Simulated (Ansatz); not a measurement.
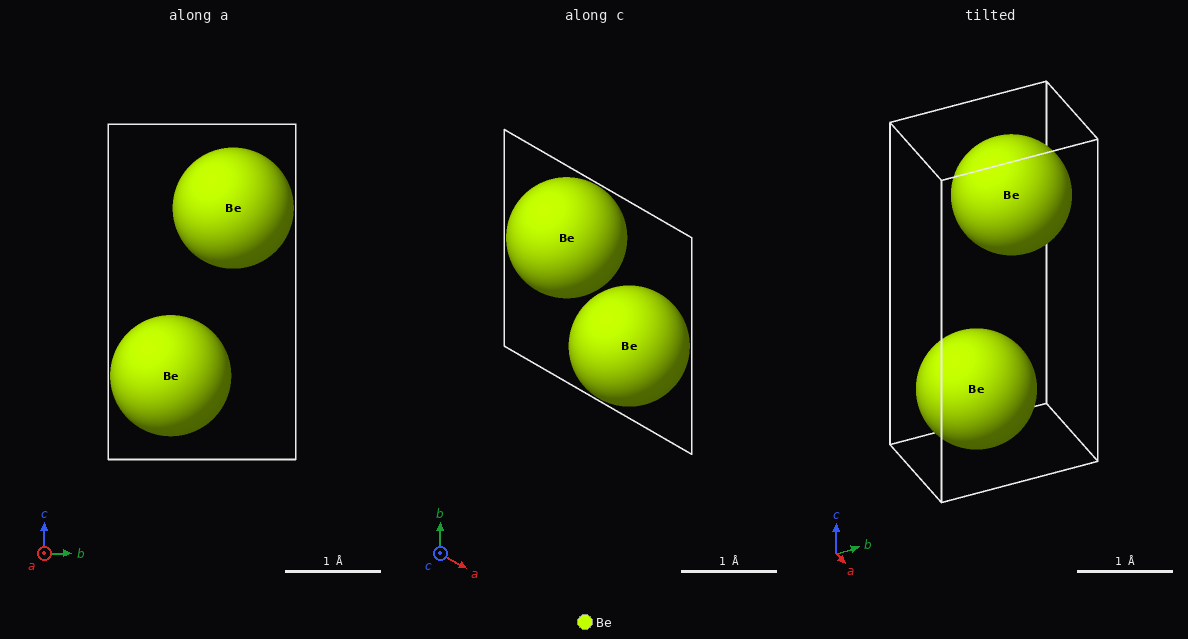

Spheres-only representation of a periodic structure, projected along the a axis, along the c axis and slightly off an axis. The wireframe shows the conventional unit cell.

Q: Determine the atoms per cell.

A: 2 (beryllium), counting shared atoms by their share.

Q: Identify the Bravais lattice.

A: Primitive hexagonal.

Q: Which of the 230 space groups is it?

A: P6_3/mmc (No. 194), with Be on 2d.

Q: Name the structure type.

A: Hexagonal close-packed (Mg type).

The structure was taken from the standard structure of this element. The geometry comes from a coarse first relaxation with DFT PBE, scalar-relativistic, plane waves, PAW (Ansatz 0.2.0).
